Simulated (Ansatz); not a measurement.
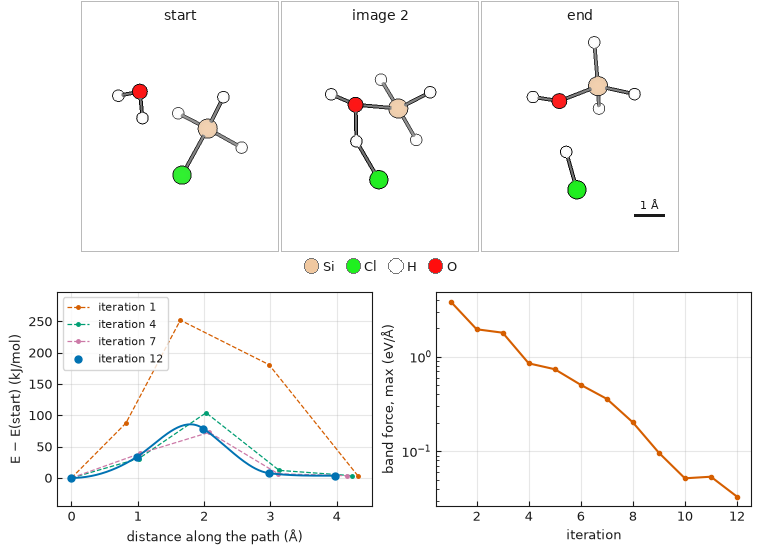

NEB run on SiH5OCl, made up at the start of SiH3Cl and H₂O. Images are numbered from 0 (start) to 4 (end). The plot follows the band through its iterations. Style: ball-and-stick. Shown at a tilt.

These are results of Ansatz, RKS PBE/def2-SVP, not measurements. Run with 3 movable images; no climbing image; force threshold 0.05 eV/Å; iteration limit 60; starting path through a guess of the saddle point.

How did the profile develop, and is the result final?

The run is converged, with reservations. The band converged in 12 iterations. The largest component of the band force went from 3.8 to 0.033 eV/Å. No image climbed, so the highest image needn't lie on the saddle point, and the true maximum along this path can be higher. So few images resolve the path coarsely. The first iteration put the highest image at 252.0 kJ/mol. The energy climbs by 78.9 kJ/mol to image 2 and then falls by 75.3 kJ/mol, so the end point sits at +3.5 kJ/mol.

Limits of the set-up: the start holds two separate molecules, 2.5 Å apart at their closest, whose relative position is a soft coordinate and is computed without a dispersion correction.
